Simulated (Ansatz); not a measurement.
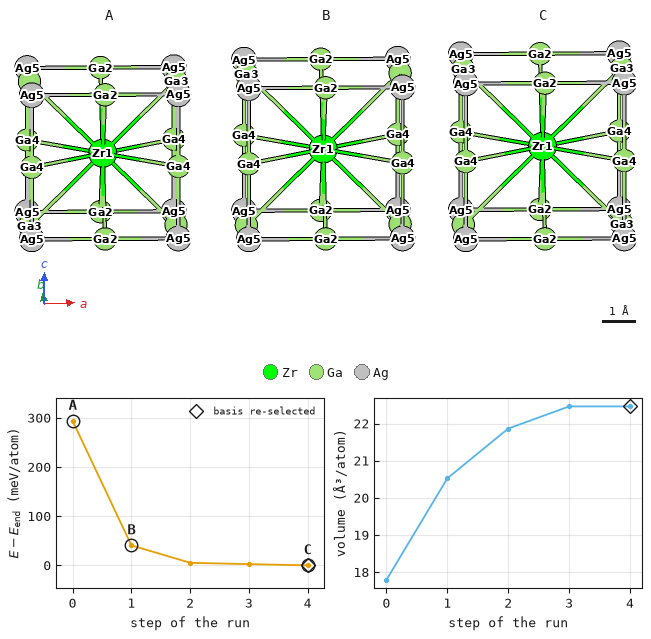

Frames of a relaxation of crystalline ZrGa₃Ag (a generated structure, set up in Pm-3m) (coarse preliminary run), marked on the history of the run. The picture is a ball-and-stick view of the cell of the calculation, seen from a free direction.

All numbers below come from DFT PBE, scalar-relativistic, plane waves, PAW in Ansatz 0.2.0. Settings: plane-wave cutoff 420 eV; k-point mesh 4 × 4 × 4; occupations gaussian; smearing width 0.1 eV; no spin polarisation; cell and atoms relaxed; force threshold 0.04 eV/Å; at most 70 steps.

Question: Describe the path.

Answer: After 3 accepted moves (4 points after the start) the energy has fallen by 294 meV per atom. All forces vanish by symmetry, so only the cell relaxes. The pressure goes from 24.90 to 0.04 GPa. The SCF was repeated once at an unchanged geometry on a basis and grid sized afresh for the cell, which shifted the energy by 2.5 meV per atom at most. The atoms keep their places relative to the cell (all moves are under 0.005 Å). The drawn cell changes as follows: a = b = c 4.464 → 4.825 Å (+8.1 %); the volume changes by +26.2 %. Near-neighbour distances that change, for instance: Zr1–Ga2 3.157 → 3.412 Å, Ga2–Ag5 2.232 → 2.412 Å. The space group stays Pm-3m (No. 221). From step 0 to 1: volume +15.3 %, energy −253 meV per atom. From step 1 to 4: volume +9.4 %, energy −40.7 meV per atom.

```tsv
step	E − E(0), meV/atom	pressure, GPa	volume, Å³/atom	note
0	0.00	24.90	17.796	
1	-253.32	7.11	20.528	
2	-288.80	1.74	21.866	
3	-291.48	-0.16	22.461	
4	-293.98	0.04	22.461	same geometry, new basis
```
